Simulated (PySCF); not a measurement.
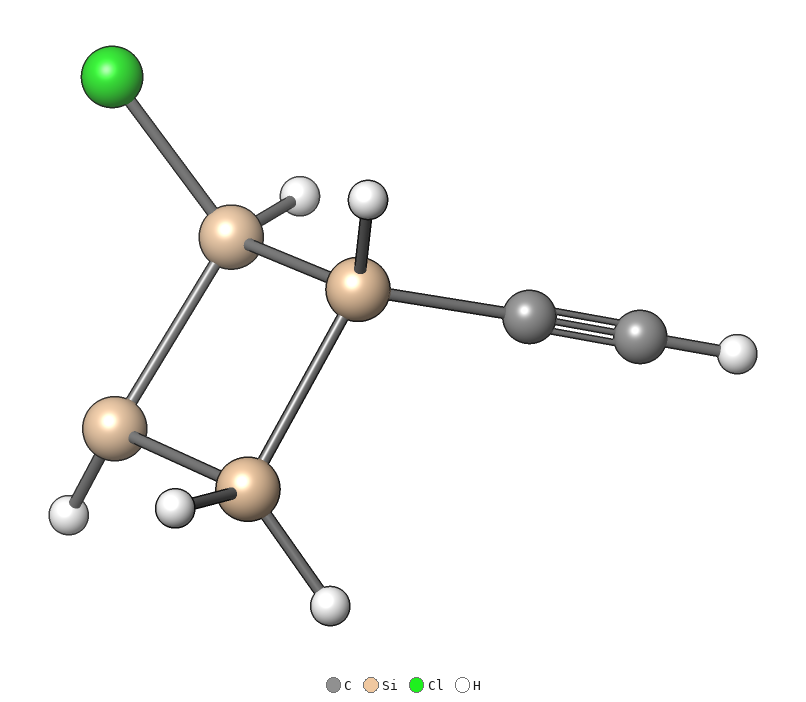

The species is neutral and a spin doublet. The geometry was computed by an optimisation with GFN2-xTB. No frequency run is at hand to confirm it as a minimum. Level of theory: UKS B3LYP, pcH-1 on C Cl H Si, non-relativistic (PySCF 2.14.0).

What is the isotropic g value?

Answer. 2.00376.

Give the ⟨S²⟩ of the determinant at this level.

Answer. 0.754.

The geometry is semi-empirical. Around Si such bond lengths and angles can be off by a tenth of an ångström or more and by several degrees, and values that hang on the shape move with them.
